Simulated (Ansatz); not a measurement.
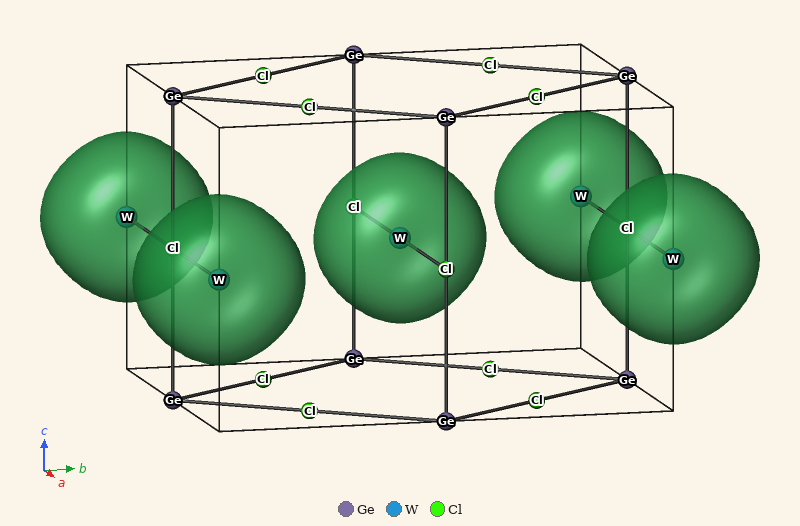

The picture shows: GeWCl$_{3}$. Isosurface of the magnetisation density (up minus down) at +0.1 e/Å³ (green), seen slightly off an axis. Sticks mark near contacts.

Space group Cmmm; a structure generated by program, which may or may not match a known phase; spin-polarised.

These are results of DFT PBE, scalar-relativistic, plane waves, PAW in Ansatz, not measurements.

Core electrons are frozen (PAW), and the valence fields are smoothed inside the atomic spheres.

Where is the spin, and how is it ordered?

The spin density sits on W: +3.8 μB (×2) in one cell of 10 atoms: parallel main moments, as they must be, since the calculation's own cell holds one magnetic site. The cell of the calculation (5 atoms) carries 5.0 μB of net spin moment.
